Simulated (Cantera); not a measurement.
Charge: 1 mol NH3, 0.76 mol SO2, a varied amount of N2, held at 3375 K and 1.00 Torr.

Cantera equilibrium calculation (NASA polynomials, part measured and part estimated; ideal gas, pure solids and liquids). Candidate condensed phases: H2O, H2SO4, S; 35 gas species. Equilibrium is a limit: real reactors are often held back by kinetics, nucleation or transport.

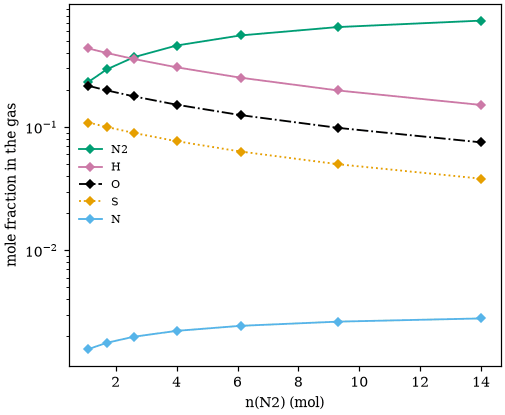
*Equilibrium gas composition (values under 1e-9 drawn at 1e-9)*

From 1.1 mol N2 to 14 mol N2 nothing is condensed.
